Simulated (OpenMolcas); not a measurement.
## MgH: single-point calculation (part 2 of 2)

MgH, multiplicity 2, SMILES [MgH]; HF/pcseg-0, ROHF (OpenMolcas 26.06). A bond length was changed on purpose from its optimised value.

Geometry of the input (Å):
```
Mg -1.1140  0.3658  -0.5786
H  0.7427  -0.2438  0.3857
```

**Log, continued**
```
          Orbital            1         2         3         4         5         6         7         8         9        10
          Energy          -49.0765   -3.7216   -2.3536   -2.3293   -2.3293   -0.3337   -0.1136    0.3459    0.1875    0.1875
          Occ. No.          2.0000    2.0000    2.0000    2.0000    2.0000    1.9717    1.0000    0.0283    0.0000    0.0000

          Orbital           11        12
          Energy            0.3670    0.6883
          Occ. No.          0.0000    0.0000

--

++    Molecular properties:
      ---------------------

      Charge (e):
                      =   -0.0000
      Dipole Moment (debye):
      Origin of the operator (angstrom)=   -1.0392    0.3412   -0.5397
                   X= -2.6485E+00               Y=  8.6955E-01               Z= -1.3756E+00           Total=  3.1085E+00
      Quadrupole Moment (debye*angstrom):
      Origin of the operator (angstrom)=   -1.0392    0.3412   -0.5397
                  XX= -1.8138E+01              XY=  1.8662E+00              XZ= -2.9521E+00              YY= -1.3067E+01
                  YZ=  9.6923E-01              ZZ= -1.3987E+01
      In traceless form (debye*angstrom)
                  XX= -4.6111E+00              XY=  2.7993E+00              XZ= -4.4282E+00              YY=  2.9960E+00
                  YZ=  1.4538E+00              ZZ=  1.6151E+00
--

--- Stop Module: scf /rc=_RC_ALL_IS_WELL_ ---

--- Start Module: rasscf ---

                                              &RASSCF

                       available to each process: 1.9 GB of memory, 1 thread

      Header of the ONEINT file:
      --------------------------

      OrdInt status: non-squared

      Cartesian coordinates in angstrom:
      -----------------------------------------------------
      No.  Label        X            Y            Z
      -----------------------------------------------------
       1   MG1       -1.11404700   0.36575900  -0.57860200
       2   H2         0.74267000  -0.24383000   0.38572000
      -----------------------------------------------------
      Nuclear repulsion energy =    2.91397110

++    Wave function specifications:
      -----------------------------

      Number of closed shell electrons          12
      Number of electrons in active shells       1
      Max number of holes in RAS1 space          0
      Max nr of electrons in RAS3 space          0
      Number of inactive orbitals                6
      Number of active orbitals                  1
      Number of secondary orbitals               5
      Spin quantum number                      0.5
      State symmetry                             1
--

++    Orbital specifications:
      -----------------------

      Symmetry species                           1
                                                 a
      Frozen orbitals                            0
      Inactive orbitals                          6
      Active orbitals                            1
      RAS1 orbitals                              0
      RAS2 orbitals                              1
      RAS3 orbitals                              0
      Secondary orbitals                         5
      Deleted orbitals                           0
      Number of basis functions                 12
--

++    CI expansion specifications:
      ----------------------------

      Number of CSFs                             1
      Number of determinants                     1
      Number of root(s) required                 1
      Root chosen for geometry opt.              1
      CI root used                               1

      highest root included in the CI            1
      max. size of the explicit Hamiltonian      1
--

++    Optimization specifications:
      ----------------------------

      RASSCF algorithm: Conventional
      Maximum number of macro iterations       200
      Maximum number of SX iterations          100
      Threshold for RASSCF energy            1.000E-08
      Threshold for max MO rotation          1.000E-01
      Threshold for max BLB element          1.000E-04
      Level shift parameter                  5.000E-01
      Make Quasi-Newton update
--

      The MO-coefficients are taken from the file:
      step1.UnaOrb
      Title:UHF natural orbitals

      Total molecular charge    0.00

      ************************************************************************************************************************
      *                                            Wave function control section                                             *
      ************************************************************************************************************************

                                         RASSCF iterations: Energy and convergence statistics
                                         ----------------------------------------------------

          iter iter root      energy       change     param      element    value   shift minimum  type update hh:mm:ss
 Nr of preliminary CI iterations:   1
        1   1    8    1  -199.84523509    0.00E+00  -1.99E-02    7  12 1 -1.15E-02*  0.28   0.00    SX    NO    0:00:00
        2   1    8    1  -199.84581219   -5.77E-04* -1.69E-02    6   7 1 -8.43E-03*  0.28   0.00    SX    NO    0:00:00
        3   1    8    1  -199.84616666   -3.54E-04*  1.49E-02    6   7 1 -7.43E-03*  0.28   0.00    SX    NO    0:00:00
        4   1    8    1  -199.84645184   -2.85E-04* -1.34E-02    6   7 1 -6.68E-03*  0.28   0.00    SX    NO    0:00:00
        5   1    8    1  -199.84669235   -2.41E-04* -1.10E-01*   6   7 1 -6.04E-03*  0.28   2.50    QN   YES    0:00:00
        6   1    7    1  -199.84758138   -8.89E-04* -1.91E-02    7  12 1  2.98E-03*  0.28   0.86    QN   YES    0:00:00
        7   1    7    1  -199.84761750   -3.61E-05* -3.54E-03    7  12 1  7.87E-04*  0.28   0.85    QN   YES    0:00:00
        8   1    6    1  -199.84762155   -4.04E-06* -1.60E-03    7  12 1  4.00E-04*  0.28   1.45    LS   YES    0:00:00
        9   1    6    1  -199.84762198   -4.38E-07* -6.66E-04    7  12 1  2.26E-04*  0.28   1.00    QN   YES    0:00:00
       10   1    6    1  -199.84762242   -4.32E-07* -3.96E-04    7  11 1  1.38E-04*  0.28   1.60    LS   YES    0:00:00
       11   1    6    1  -199.84762249   -6.99E-08*  1.34E-04    6  11 1  9.37E-05   0.28   1.00    QN   YES    0:00:00
       12   1    5    1  -199.84762251   -2.78E-08*  1.04E-04    6  11 1  5.09E-05   0.28   1.75    QN   YES    0:00:00
       13   1    4    1  -199.84762252   -7.87E-09  -9.03E-06    6  11 1  7.95E-06   0.28   1.06    QN   YES    0:00:00
      Convergence after 13 iterations
       14   1    4    1  -199.84762252   -2.35E-10  -9.03E-06    7  12 1  3.05E-06   0.28   1.06    QN   YES    0:00:00

      ************************************************************************************************************************
                                                      Wave function printout:
                       occupation of active orbitals, and spin coupling of open shells (u,d: Spin up or down)
      ************************************************************************************************************************

      Note: transformation to natural orbitals
      has been made, which may change the order of the CSFs.

      printout of CI-coefficients larger than  0.05 for root  1
      energy=    -199.847623
      conf/sym  1     Coeff  Weight
             1  u   1.00000 1.00000

      Natural orbitals and occupation numbers for root  1
      sym 1:   1.000000

      ************************************************************************************************************************
      *                                                    Final results                                                     *
      ************************************************************************************************************************

++    Final optimization conditions:
      ------------------------------

      Average CI energy                            -199.84762252
      RASSCF energy for state  1                   -199.84762252
      Super-CI energy                                -0.00000000
      RASSCF energy change                           -0.00000000
      Max change in MO coefficients              -1.794E-05
      Max non-diagonal density matrix element    -9.034E-06
      Maximum BLB matrix element                  3.053E-06
      (orbital pair   7,  12 in symmetry   1)
      Norm of electronic gradient            4.994E-06
--

      Final state energy(ies):
      ------------------------

::    RASSCF root number  1 Total energy:   -199.84762252
      Von Neumann Entropy (Root   1) =  0.50000

      Mulliken population analysis for root number:  1
      -----------------------------------------------

++    Molecular charges:
      ------------------

      Mulliken charges per centre
      ---------------------------

                MG1     H2
      Total   11.5267  1.4733

      N-E      0.4733 -0.4733

      Total electronic charge=   13.000000

      Total            charge=   -0.000000
--

      Expectation values of various properties for root number:  1
      -----------------------------------------------------------

++    Molecular properties:
      ---------------------

      Charge (e):
                      =   -0.0000
      Dipole Moment (debye):
      Origin of the operator (angstrom)=   -1.0392    0.3412   -0.5397
                   X= -3.5117E+00               Y=  1.1529E+00               Z= -1.8238E+00           Total=  4.1216E+00
      Quadrupole Moment (debye*angstrom):
      Origin of the operator (angstrom)=   -1.0392    0.3412   -0.5397
                  XX= -1.9398E+01              XY=  2.5016E+00              XZ= -3.9573E+00              YY= -1.2600E+01
                  YZ=  1.2993E+00              ZZ= -1.3834E+01
      In traceless form (debye*angstrom)
                  XX= -6.1812E+00              XY=  3.7524E+00              XZ= -5.9360E+00              YY=  4.0161E+00
                  YZ=  1.9489E+00              ZZ=  2.1651E+00
--

      Mulliken spin population analysis for root number:  1
      ---------------------------------------------------

++    Molecular charges:
      ------------------

      Mulliken spin population per centre
      ---------------------------

                MG1     H2
      Total    0.8164  0.1836

      Total electronic spin=    1.000000
--

      Canonical orbitals are written to the RASORB file
      Natural orbitals for root   1 are written to the RASORB.1 file
      Spin density orbitals for root   1 are written to the SPDORB.1 file

--- Stop Module: rasscf /rc=_RC_ALL_IS_WELL_ ---

.##################.
.# Happy landing! #.
.##################.

    Timing: Wall=2.17 User=1.65 System=0.51
```

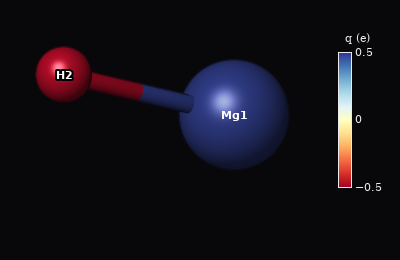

Mulliken charges, as the colour of each atom (ball-and-stick view, seen at a tilt; atoms are numbered from 1 in the order of the input). By element: Mg +0.47 and H −0.47 e.

**Results in brief**

```csv
quantity,value
outcome,converged
total energy,−199.847623 hartree
basis functions,12
dipole moment,4.12 debye
wall time,2.4 s
peak memory,0.37 GiB
```
